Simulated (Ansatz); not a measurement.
Correcting a cheap level on molecular compounds of Mg

The vertical ionisation energy (cation less neutral) in eV of 7 molecular compounds of Mg: x at PBE-D4/def2-TZVPP, y at CCSD(T)/def2-TZVPP. Shapes, held fixed at every level: PBE0-D4/def2-TZVP. Programs: Ansatz 0.2.0.

| molecule | x (eV) | y (eV) |
| --- | --- | --- |
| Mg(CH3)(NH2) | 8.30 | 8.59 |
| CH6MgOSSi (SMILES C[S][Mg][O][SiH3]) | 8.47 | 8.91 |
| Mg(NH2)Cl | 9.00 | ? |
| Mg(NH2)F | 9.25 | 9.16 |
| CH3ClMgO (SMILES C[O][Mg][Cl]) | 9.38 | 10.03 |
| Mg(OH)Cl | 10.24 | 11.21 |
| MgHCl (SMILES [MgH][Cl]) | 10.36 | 10.85 |

Q: Fit y = c + s·x to the known rows and predict y for Mg(NH2)Cl.

A: 
1. Means of the 6 rows: x = 9.3333, y = 9.792.
2. Σ(Δx)² = 3.6983, Σ(Δx·Δy) = 4.4392, so the slope is 4.4392/3.6983 = 1.2003.
3. Intercept: 9.792 − (1.2003) × 9.3333 = -1.411. The largest residual of the fit is 0.53.
4. Mg(NH2)Cl: -1.411 + 1.2003 × 9.00 = 9.39 eV.

CCSD(T)/def2-TZVPP gives 9.15 eV, so the prediction is off by +0.24 eV, within the largest residual. Uncorrected, PBE-D4/def2-TZVPP misses it by -0.15 eV, and the other rows by 0.49 on average. The line makes this one worse. Left out in turn, the other rows are missed by 0.34 eV on average. Cations run unrestricted. Outer-core shells of Mg are correlated, in sets that cover them unevenly.

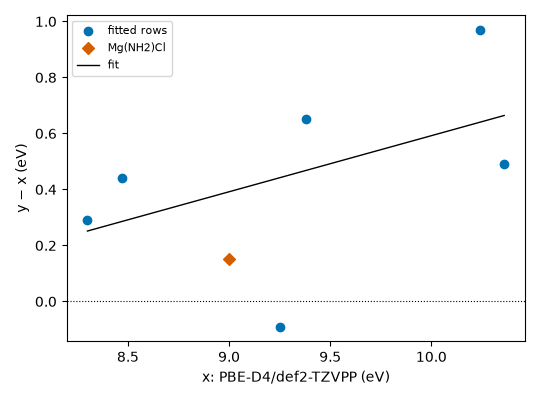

The correction y − x against x, with the fitted line and the withheld molecule.
